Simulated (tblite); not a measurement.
Geometry relaxation of C6H16Si2 (part 2 of 2)

C6H16Si2; GFN2-xTB geometry optimisation, gas phase (tblite 0.8.0). 

Geometry of the input (Å):
```
C  -1.9274  -1.9256  -0.2222
C  -0.9342  -0.7684  -0.3437
C  -1.6691  0.5703  -0.2594
Si -0.5386  2.0767  -0.3339
C  0.8593  1.5677  0.8493
C  1.3263  0.0972  0.7040
Si 2.5767  -0.2147  -0.7269
C  0.1611  -0.9139  0.7700
H  -2.6879  -1.8585  -1.0089
H  -1.4380  -2.8916  -0.3193
H  -2.4535  -1.9099  0.7438
H  -0.4542  -0.8634  -1.3159
H  -2.4056  0.6456  -1.0742
H  -2.2473  0.6238  0.6685
H  -1.2226  3.3123  0.1396
H  -0.0074  2.2497  -1.6862
H  0.4807  1.7141  1.8647
H  1.6972  2.2607  0.7232
H  1.9470  -0.0978  1.6012
H  1.9036  -0.0222  -2.0229
H  3.7068  0.7391  -0.5999
H  3.0807  -1.6079  -0.6310
H  0.5695  -1.9299  0.7400
H  -0.3349  -0.8336  1.7478
```

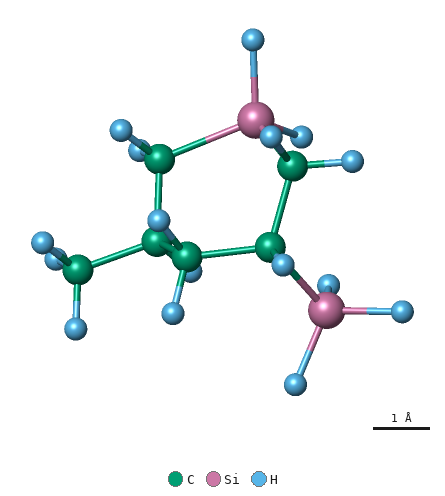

Figure 1. The geometry at step 87 of the log (ball-and-stick view, seen at a tilt).

## Trajectory as extended XYZ, continued
```
24
Properties=species:S:1:pos:R:3:forces:R:3 step=54 energy=-665.74872
C    -1.8597   -1.9425   -0.2466    0.0110  -0.0020   0.0010
C    -0.8855   -0.7661   -0.3114    0.0020   0.0220  -0.0180
C    -1.6622    0.5508   -0.2815    0.0020   0.0190   0.0050
Si   -0.4947    2.0459   -0.3278   -0.0020  -0.0060  -0.0050
C     0.8827    1.5713    0.8873    0.0050  -0.0210  -0.0120
C     1.3163    0.1080    0.7437   -0.0010  -0.0190  -0.0060
Si    2.4340   -0.2105   -0.7726   -0.0020   0.0060   0.0110
C     0.1254   -0.8526    0.8345   -0.0070   0.0020  -0.0050
H    -2.5878   -1.8748   -1.0526   -0.0050  -0.0130   0.0040
H    -1.3334   -2.8898   -0.3402    0.0120  -0.0180   0.0080
H    -2.3970   -1.9392    0.7001   -0.0030  -0.0050   0.0070
H    -0.3393   -0.8330   -1.2580    0.0060   0.0050  -0.0240
H    -2.3627    0.5767   -1.1182    0.0070  -0.0100   0.0140
H    -2.2674    0.5740    0.6281   -0.0040   0.0100  -0.0060
H    -1.1833    3.2651    0.1158    0.0000   0.0010   0.0060
H     0.0259    2.2539   -1.6856    0.0060   0.0040   0.0090
H     0.5156    1.7296    1.9070    0.0100  -0.0020  -0.0120
H     1.7519    2.2213    0.7732   -0.0100   0.0020   0.0000
H     1.9484   -0.1228    1.6157    0.0040  -0.0010  -0.0110
H     1.7858    0.0924   -2.0499    0.0150   0.0090   0.0120
H     3.6261    0.6331   -0.6423   -0.0080  -0.0070   0.0020
H     2.8363   -1.6215   -0.7559   -0.0200   0.0190  -0.0060
H     0.5181   -1.8736    0.8674   -0.0170   0.0020   0.0260
H    -0.4049   -0.6762    1.7773   -0.0020   0.0020  -0.0010
24
Properties=species:S:1:pos:R:3:forces:R:3 step=65 energy=-665.75218
C    -1.8407   -1.9556   -0.2423   -0.0030  -0.0030   0.0060
C    -0.8752   -0.7713   -0.3140    0.0020  -0.0110   0.0010
C    -1.6559    0.5440   -0.3011   -0.0060  -0.0060   0.0030
Si   -0.5041    2.0521   -0.3203    0.0210   0.0040   0.0190
C     0.8863    1.5775    0.8807    0.0050  -0.0160   0.0050
C     1.3173    0.1128    0.7435   -0.0040  -0.0050  -0.0080
Si    2.4192   -0.2159   -0.7812   -0.0110  -0.0030   0.0030
C     0.1223   -0.8414    0.8453   -0.0080   0.0120   0.0010
H    -2.5584   -1.9164   -1.0599    0.0030   0.0140   0.0110
H    -1.3053   -2.9013   -0.3064    0.0150   0.0160   0.0030
H    -2.3907   -1.9375    0.6973   -0.0080  -0.0050  -0.0050
H    -0.3235   -0.8432   -1.2575    0.0270  -0.0030   0.0030
H    -2.3419    0.5637   -1.1491   -0.0070   0.0010  -0.0040
H    -2.2768    0.5688    0.5974   -0.0180  -0.0070   0.0060
H    -1.2054    3.2517    0.1605    0.0010  -0.0160  -0.0120
H     0.0196    2.3099   -1.6676   -0.0110  -0.0090  -0.0080
H     0.5330    1.7409    1.9041    0.0010   0.0090  -0.0030
H     1.7516    2.2306    0.7518   -0.0010  -0.0230   0.0030
H     1.9557   -0.1145    1.6117   -0.0090   0.0000  -0.0110
H     1.7957    0.1783   -2.0469    0.0220   0.0090   0.0260
H     3.6636    0.5436   -0.6159   -0.0240  -0.0210  -0.0040
H     2.7155   -1.6522   -0.8135    0.0110   0.0190  -0.0160
H     0.5062   -1.8642    0.9144   -0.0020   0.0190  -0.0260
H    -0.4200   -0.6408    1.7763    0.0030   0.0240   0.0070
24
Properties=species:S:1:pos:R:3:forces:R:3 step=76 energy=-665.75418
C    -1.8264   -1.9616   -0.2374   -0.0010  -0.0080  -0.0030
C    -0.8686   -0.7711   -0.3101    0.0040  -0.0320   0.0030
C    -1.6560    0.5394   -0.3154    0.0030  -0.0280   0.0070
Si   -0.5103    2.0526   -0.3117    0.0140  -0.0010   0.0080
C     0.8928    1.5815    0.8775    0.0020   0.0020   0.0030
C     1.3179    0.1153    0.7459   -0.0080   0.0020  -0.0030
Si    2.4042   -0.2227   -0.7867    0.0200  -0.0050  -0.0120
C     0.1175   -0.8278    0.8583   -0.0080  -0.0080   0.0080
H    -2.5331   -1.9377   -1.0652    0.0040   0.0090   0.0130
H    -1.2795   -2.9019   -0.2829   -0.0040   0.0110  -0.0040
H    -2.3897   -1.9391    0.6947    0.0040   0.0030  -0.0170
H    -0.3014   -0.8493   -1.2443   -0.0020   0.0030  -0.0100
H    -2.3236    0.5549   -1.1782   -0.0030   0.0070   0.0040
H    -2.2961    0.5570    0.5697   -0.0150   0.0140   0.0030
H    -1.2282    3.2339    0.1861    0.0030   0.0100  -0.0010
H    -0.0010    2.3342   -1.6596    0.0010  -0.0070  -0.0080
H     0.5498    1.7548    1.9029    0.0050   0.0000  -0.0010
H     1.7605    2.2285    0.7364   -0.0070   0.0020  -0.0070
H     1.9609   -0.1123    1.6103   -0.0080   0.0070  -0.0010
H     1.8117    0.2583   -2.0356   -0.0010   0.0050   0.0060
H     3.6873    0.4593   -0.5941    0.0010   0.0020   0.0070
H     2.6332   -1.6680   -0.8784   -0.0040   0.0070  -0.0060
H     0.4943   -1.8514    0.9428    0.0030  -0.0010   0.0000
H    -0.4281   -0.6069    1.7824   -0.0010   0.0070   0.0110
24
Properties=species:S:1:pos:R:3:forces:R:3 step=87 energy=-665.75477
C    -1.8257   -1.9646   -0.2385    0.0010  -0.0010   0.0010
C    -0.8695   -0.7735   -0.3065   -0.0020   0.0020  -0.0040
C    -1.6591    0.5364   -0.3128    0.0060   0.0010  -0.0010
Si   -0.5112    2.0489   -0.3102   -0.0060  -0.0020  -0.0050
C     0.8949    1.5810    0.8753    0.0020   0.0000  -0.0010
C     1.3179    0.1141    0.7458   -0.0030  -0.0100   0.0020
Si    2.4060   -0.2207   -0.7867    0.0050  -0.0010  -0.0060
C     0.1160   -0.8265    0.8627   -0.0110  -0.0050   0.0040
H    -2.5318   -1.9371   -1.0662   -0.0010   0.0030   0.0040
H    -1.2784   -2.9041   -0.2869    0.0020  -0.0030  -0.0050
H    -2.3896   -1.9453    0.6928   -0.0040   0.0000   0.0010
H    -0.3009   -0.8488   -1.2404    0.0000   0.0030  -0.0050
H    -2.3220    0.5544   -1.1797    0.0000  -0.0060   0.0120
H    -2.3053    0.5569    0.5684    0.0090  -0.0050  -0.0060
H    -1.2224    3.2361    0.1836    0.0010   0.0020  -0.0010
H    -0.0066    2.3208   -1.6624    0.0010  -0.0010   0.0000
H     0.5592    1.7572    1.9023   -0.0040   0.0080   0.0000
H     1.7613    2.2272    0.7256    0.0050   0.0060   0.0000
H     1.9596   -0.1121    1.6110    0.0060   0.0020   0.0030
H     1.8185    0.2838   -2.0284    0.0010   0.0050   0.0000
H     3.6934    0.4490   -0.5790    0.0010  -0.0020   0.0020
H     2.6225   -1.6658   -0.9025   -0.0040   0.0040   0.0040
H     0.4905   -1.8503    0.9550    0.0020  -0.0010  -0.0070
H    -0.4290   -0.5973    1.7852   -0.0050   0.0000   0.0100
24
Properties=species:S:1:pos:R:3:forces:R:3 step=98 energy=-665.75499
C    -1.8259   -1.9656   -0.2398   -0.0020  -0.0020   0.0010
C    -0.8690   -0.7750   -0.3055   -0.0010   0.0030   0.0010
C    -1.6591    0.5342   -0.3106    0.0040   0.0060  -0.0010
Si   -0.5116    2.0469   -0.3131    0.0000   0.0060  -0.0010
C     0.8953    1.5823    0.8733   -0.0030  -0.0010  -0.0030
C     1.3166    0.1142    0.7476    0.0030   0.0000  -0.0010
Si    2.4052   -0.2181   -0.7856    0.0020  -0.0010   0.0010
C     0.1150   -0.8277    0.8647    0.0020   0.0000   0.0000
H    -2.5340   -1.9333   -1.0655    0.0000  -0.0010  -0.0030
H    -1.2799   -2.9054   -0.2935    0.0010  -0.0030  -0.0020
H    -2.3889   -1.9493    0.6921    0.0020   0.0000   0.0050
H    -0.2996   -0.8492   -1.2392   -0.0010   0.0030   0.0010
H    -2.3253    0.5494   -1.1747   -0.0040   0.0040   0.0060
H    -2.3017    0.5542    0.5732    0.0040   0.0010  -0.0040
H    -1.2183    3.2377    0.1789   -0.0040  -0.0030  -0.0040
H    -0.0069    2.3156   -1.6660   -0.0030  -0.0020   0.0010
H     0.5607    1.7652    1.8996    0.0000  -0.0050  -0.0010
H     1.7626    2.2268    0.7195   -0.0040  -0.0010   0.0010
H     1.9596   -0.1105    1.6123   -0.0030   0.0000   0.0040
H     1.8245    0.3016   -2.0244    0.0020  -0.0020   0.0030
H     3.6972    0.4406   -0.5704    0.0000  -0.0020   0.0010
H     2.6116   -1.6637   -0.9090   -0.0030  -0.0010  -0.0020
H     0.4902   -1.8513    0.9558    0.0070   0.0000  -0.0030
H    -0.4302   -0.5999    1.7877   -0.0020   0.0020   0.0000
24
Properties=species:S:1:pos:R:3:forces:R:3 step=109 energy=-665.75517
C    -1.8243   -1.9663   -0.2406   -0.0020   0.0010  -0.0020
C    -0.8686   -0.7744   -0.3057    0.0010  -0.0030   0.0030
C    -1.6588    0.5346   -0.3073    0.0010  -0.0020   0.0010
Si   -0.5119    2.0470   -0.3172    0.0040   0.0010   0.0010
C     0.8942    1.5835    0.8708   -0.0020   0.0000   0.0000
C     1.3162    0.1152    0.7492    0.0000   0.0030  -0.0020
Si    2.4062   -0.2187   -0.7826    0.0020  -0.0010  -0.0010
C     0.1157   -0.8281    0.8644    0.0040  -0.0010   0.0000
H    -2.5355   -1.9315   -1.0635   -0.0010   0.0000  -0.0030
H    -1.2782   -2.9060   -0.3005    0.0010   0.0050   0.0030
H    -2.3837   -1.9535    0.6935    0.0040  -0.0020   0.0010
H    -0.2997   -0.8466   -1.2400   -0.0020   0.0030   0.0020
H    -2.3311    0.5502   -1.1665   -0.0050  -0.0020   0.0040
H    -2.2942    0.5558    0.5814   -0.0060  -0.0020  -0.0030
H    -1.2225    3.2373    0.1698    0.0010   0.0030   0.0000
H    -0.0097    2.3112   -1.6717    0.0010  -0.0010   0.0000
H     0.5586    1.7674    1.8966    0.0000   0.0030  -0.0020
H     1.7620    2.2274    0.7165   -0.0050   0.0010   0.0050
H     1.9563   -0.1075    1.6167    0.0010   0.0010  -0.0050
H     1.8329    0.3161   -2.0185    0.0010  -0.0010   0.0010
H     3.7039    0.4263   -0.5601    0.0020  -0.0040   0.0020
H     2.5969   -1.6654   -0.9182    0.0010   0.0000   0.0020
H     0.4939   -1.8508    0.9530   -0.0020  -0.0020  -0.0010
H    -0.4300   -0.6035    1.7881    0.0010   0.0010  -0.0040
24
Properties=species:S:1:pos:R:3:forces:R:3 step=120 energy=-665.75527
C    -1.8231   -1.9662   -0.2412    0.0000   0.0000  -0.0020
C    -0.8696   -0.7726   -0.3057   -0.0010   0.0000   0.0000
C    -1.6618    0.5354   -0.3033    0.0010  -0.0010   0.0000
Si   -0.5136    2.0470   -0.3196    0.0000  -0.0030   0.0020
C     0.8919    1.5842    0.8695    0.0010  -0.0010   0.0010
C     1.3163    0.1165    0.7479   -0.0010  -0.0010   0.0000
Si    2.4089   -0.2197   -0.7816   -0.0010   0.0000   0.0000
C     0.1168   -0.8279    0.8627   -0.0020   0.0010  -0.0010
H    -2.5369   -1.9306   -1.0618   -0.0020   0.0000  -0.0020
H    -1.2750   -2.9043   -0.3055    0.0010   0.0010   0.0020
H    -2.3791   -1.9573    0.6951    0.0020  -0.0010  -0.0010
H    -0.3022   -0.8414   -1.2412   -0.0020   0.0000   0.0020
H    -2.3387    0.5498   -1.1590    0.0020   0.0000   0.0010
H    -2.2939    0.5559    0.5879    0.0020   0.0000  -0.0010
H    -1.2210    3.2410    0.1628    0.0010   0.0010   0.0010
H    -0.0103    2.3053   -1.6749   -0.0020  -0.0010   0.0000
H     0.5540    1.7669    1.8947   -0.0010   0.0000   0.0010
H     1.7589    2.2295    0.7183   -0.0010   0.0020  -0.0010
H     1.9562   -0.1056    1.6156   -0.0010   0.0020   0.0010
H     1.8404    0.3218   -2.0166    0.0040  -0.0010  -0.0010
H     3.7106    0.4147   -0.5524    0.0000   0.0000  -0.0020
H     2.5925   -1.6671   -0.9203   -0.0020   0.0000   0.0010
H     0.4952   -1.8508    0.9491   -0.0020   0.0020   0.0000
H    -0.4283   -0.6048    1.7871    0.0020  -0.0010   0.0000
```

## Key numbers

```tsv
quantity	value
outcome	converged
total energy	−665.7553 eV
hardware	1 CPU thread, shared host
wall time	0.96 s
peak memory	1.3 GiB
```
